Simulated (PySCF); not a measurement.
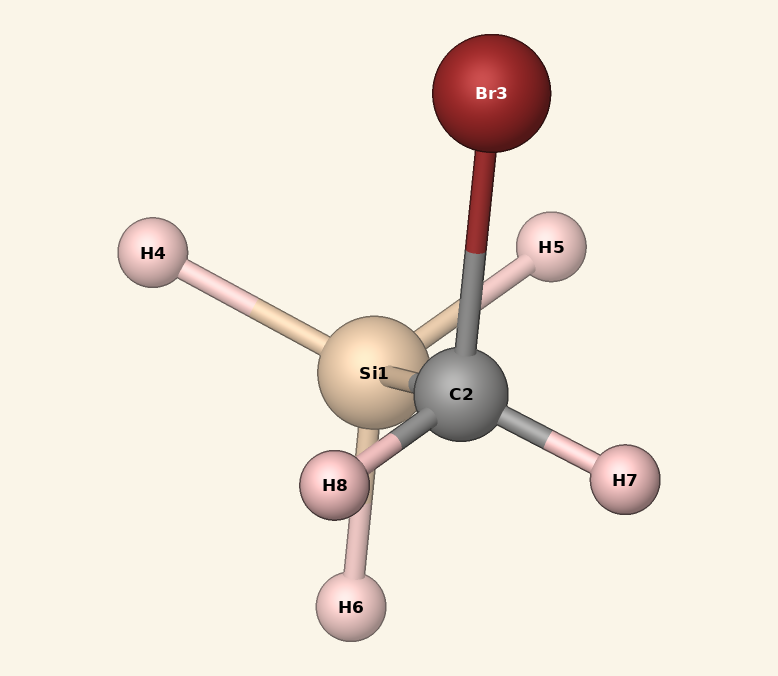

Si1 lies behind C2. The molecule seen a little off the C2–Si1 bond, C2 in front. Depth is shown by fading: the farther an atom, the more it takes the colour of the background. Computed geometry: PBE0-D3(BJ)/def2-SVP optimisation. No frequency run is at hand to confirm it as a minimum.

What is the torsion angle Br3–C2–Si1–H4? The sign is positive where the front bond must turn clockwise to cover the back bond.

−60°, synclinal (gauche). The bonds about C2–Si1 are staggered.
